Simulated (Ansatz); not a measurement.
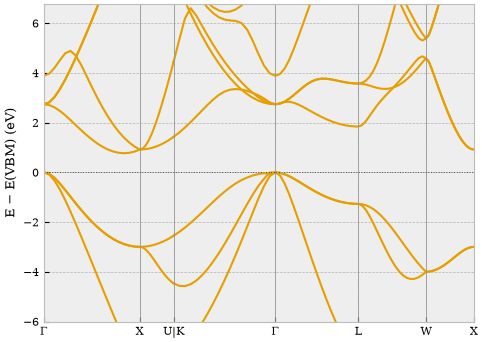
Figure. Band structure from the program Ansatz at the r²SCAN level (PAW)

Q: Read off the gap and where the band edges lie.

A: About 0.8 eV (0.77 eV by a search for the band edges); maximum at Γ, minimum on the Γ–X line, 84 % of the way from Γ.

The material is Si (diamond, space group No. 227).

Space group Fd-3m (diamond). The cell was relaxed with r²SCAN under the symmetry of its start.

Potentials: the later of the program's two PAW sets.
